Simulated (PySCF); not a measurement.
**C2Si: PBE0/STO-6G**

Aim: the energy change on altering one bond length of C2Si at PBE0/STO-6G, from 2 runs. Input form: a Python script.

The calculation is run with PySCF 2.14.0.

29 further runs of the same task are left out: 10 that didn't finish, 19 set aside as unsound or not needed.

### 1 The molecule

C2Si: 3 atoms, total charge 0, spin state singlet. The shape is that of a GFN2-xTB optimisation.

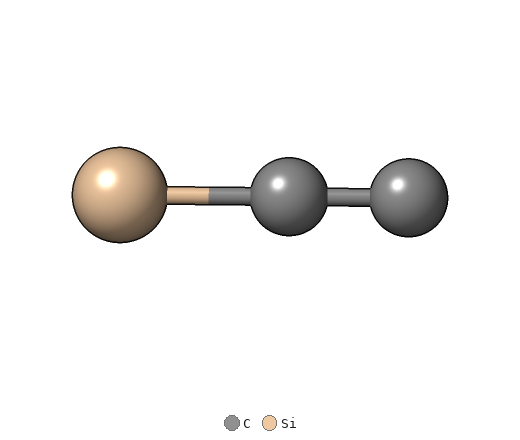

Viewed from a chosen angle; carbon grey, silicon light orange.

### 2 The energy at PBE0/STO-6G

Contents of input.xyz:

```xyz
3
C2Si
C     -1.111830     0.737510    -0.522770
C     -0.135170     0.089220    -0.063600
Si     1.247000    -0.826740     0.586370
```

Contents of calc.py:

```python
# Silicon dicarbide
from pyscf import gto, dft

mol = gto.Mole()
mol.atom = 'input.xyz'
mol.verbose = 3
mol.max_memory = 1860
mol.basis = 'sto-6g'
mol.build()

calc0 = dft.RKS(mol)
calc0.xc = 'pbe0'
calc0.grids.level = 5
calc0.conv_tol = 1e-10
calc0.kernel()
if not calc0.converged:
    calc0 = calc0.newton().run(calc0.mo_coeff, calc0.mo_occ)

etot = calc0.e_tot
print('E = %.10f Eh' % etot)
```

Command:

```console
$ OMP_NUM_THREADS=1 python calc.py
```

Standard output:

```text
converged SCF energy = -364.001828422235
E = -364.0018284222 Eh
```

It took 2.5 s on 1 thread of Arm Neoverse V2, shared host; peak memory 0.19 GiB.

### 3 The distorted shape, same level

Contents of job.py:

```python
from pyscf import gto, dft

mol = gto.M(
    atom='''
C     -2.623499     1.739914    -1.233574
C     -0.777879     0.514824    -0.365868
Si     2.356488    -1.562312     1.108079
''',
    unit='bohr',
    spin=0,
    basis='sto-6g',
    verbose=3,
    charge=0,
    max_memory=1860,
)

mf = dft.RKS(mol)
mf.xc = 'pbe0'
mf.grids.level = 5
mf.conv_tol = 1e-10
mf.kernel()
if not mf.converged:
    mf = mf.newton().run(mf.mo_coeff, mf.mo_occ)

e_tot = mf.e_tot
print('Final energy', e_tot)
```

Command:

```console
$ OMP_NUM_THREADS=1 python job.py
```

Standard output:

```text
converged SCF energy = -363.917440833574
Final energy -363.91744083357406
```

Wall time 2.6 s (1 thread of Arm Neoverse V2, shared host); peak memory 0.19 GiB.

### 4 Summary of results

At PBE0/STO-6G:

| quantity | value |
| --- | --- |
| first shape: total energy | -364.00183 Eh |
| first shape: dipole moment | 4.95 D |
| first shape: HOMO energy | -3.52 eV |
| first shape: LUMO energy | 0.23 eV |
| first shape: HOMO–LUMO gap | 3.75 eV |
| distorted shape: total energy | -363.91744 Eh |
| distorted shape: dipole moment | 6.72 D |
| distorted shape: HOMO energy | -2.82 eV |
| distorted shape: LUMO energy | -0.42 eV |
| distorted shape: HOMO–LUMO gap | 2.40 eV |
| energy change with the C2–Si3 bond stretched from 1.781 to 2.137 Å | 2.296 eV |

In words: With the C2–Si3 bond stretched from 1.781 to 2.137 Å the energy rises by 2.30 eV (53 kcal/mol). The first shape isn't relaxed at this level, so the change isn't measured from a minimum. The minimal basis adds a large error of its own. Mulliken charges (first shape) run from -0.43 on C2 to +0.54 on Si3.
